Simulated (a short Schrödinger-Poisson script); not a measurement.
Structure: MOS inversion layer, SiO2 on p-type Si(100), at 300 K.

| layer | material | thickness (nm) | Na (cm⁻³) |
|---|---|---|---|
| 1 | SiO2 | 0.9 | - |
| 2 | Si | 1100 | 1.5e17 |

The device is made up for the run: typed textbook-type constants, with dimensions and the other settings drawn at random. SiO2: permittivity 3.9, conduction-band edge (eV) 3.15, gap (eV) 9, electron mass (mₑ) 0.5. Si: permittivity 11.7, conduction-band edge (eV) 0, gap (eV) 1.124, Nv at 300 K (cm⁻³) 3.1e19.

Channel valleys (confinement mass, in-plane density-of-states mass, number): Δ2 0.916, 0.19, 2; Δ4 0.19, 0.417, 4. At the gate the conduction-band edge of layer 1 lies 3.45 eV − eVg above the Fermi level of the channel; the field vanishes at the back. Gaps are held at their typed values at every temperature. Mesh 0.03 nm at interfaces.

From a short Schrödinger-Poisson script (our own, NumPy): 1D Poisson equation in equilibrium, electrons quantum, Hartree (BenDaniel-Duke, 12 states a valley, the channel's in-plane mass for all, wave functions free to enter the dielectric), parabolic valleys, classical holes, full ionisation, no traps, pinning or gate leakage.

Only gate voltages with over 1e8 electrons/cm² are shown.

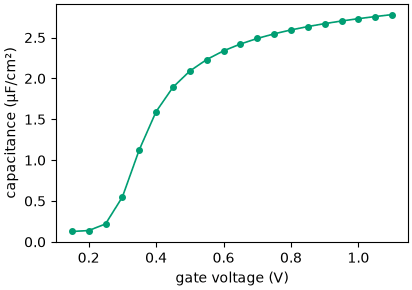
Figure: Quasi-static capacitance against gate voltage

| Vg (V) | electrons (cm⁻²) | C (μF/cm²) | Δ2 E0 (meV) | Δ2 E1 (meV) | Δ4 E0 (meV) | Δ4 E1 (meV) |
|---|---|---|---|---|---|---|
| 0.15 | 5.42e8 | 0.127 | 255.8 | 297.5 | 288.5 | 357.6 |
| 0.25 | 1.93e10 | 0.219 | 162.4 | 205.9 | 196.4 | 268.7 |
| 0.35 | 3.34e11 | 1.13 | 86.5 | 133.8 | 123.4 | 199.5 |
| 0.45 | 1.29e12 | 1.89 | 47.5 | 101.9 | 89.7 | 170.9 |
| 0.55 | 2.58e12 | 2.23 | 25.0 | 87.2 | 73.0 | 159.0 |
| 0.65 | 4.03e12 | 2.42 | 8.9 | 78.7 | 62.4 | 152.7 |
| 0.75 | 5.59e12 | 2.55 | -4.0 | 73.0 | 54.6 | 148.8 |
| 0.85 | 7.20e12 | 2.63 | -15.0 | 68.8 | 48.3 | 146.2 |
| 0.95 | 8.87e12 | 2.70 | -24.9 | 65.5 | 42.9 | 144.2 |
| 1.05 | 1.06e13 | 2.76 | -34.0 | 62.9 | 38.2 | 142.8 |

Subbands count from the Fermi level.
